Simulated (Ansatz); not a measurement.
Bands of a (12,0) blue phosphorus nanotube, along its axis.

Method: PBE (plane waves to 420 eV, PAW; Ansatz, a first-principles code). Mesh 1×1×6. No spin polarisation. It repeats along c; a and b span vacuum. A hypothetical model, rolled from the flat sheet. Only distortions within the start's symmetry and period were free.

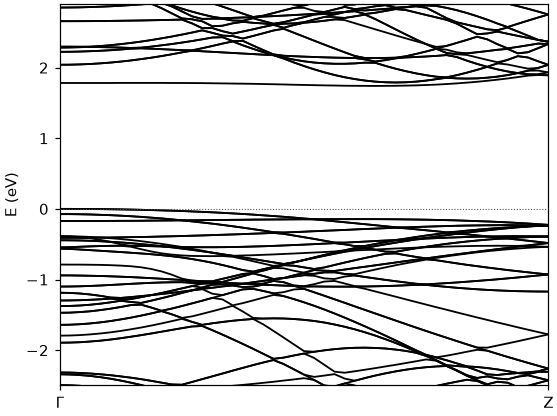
Bands from the zone centre to the zone edge (period 5.66 Å); the dotted line marks the highest filled level

Question: Is it a metal or a semiconductor at this level? Give what the bands show.

Answer: A semiconductor in PBE.
| Property | Result |
|---|---|
| PBE gap | 1.74 eV, indirect, from Γ to k = 0.323 × 2π/c |
